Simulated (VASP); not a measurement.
Band structure of GaP (zinc blende). Computed with rev-vdW-DF2, VASP's PBE PAW potentials (set 64) (plane waves; VASP 6.6.1).

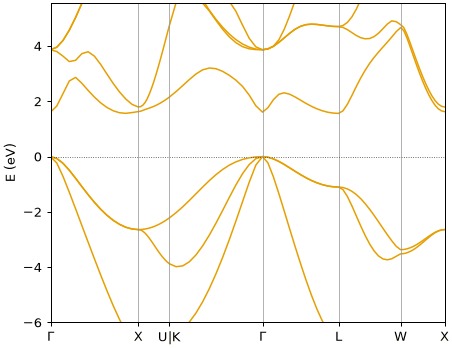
Bands along high-symmetry lines, zero at the valence-band maximum or, without a gap, the Fermi level

### Question
Read the plot: is there a gap, and where are the band edges?

### Answer
The gap is indirect, 1.57 eV, from the valence maximum at Γ to the conduction minimum at L. (Edges off the drawn lines would not show.)

Measured: gap 2.43 eV (computed value off by -0.86 eV), as given by Wei Chen et al., Physical Review Materials (2018), doi:10.1103/physrevmaterials.2.073803 [zero-point renormalisation of 0.08 eV added back (the table's ZPR column)].

The compound is GaP in the zinc blende structure. It was relaxed first.
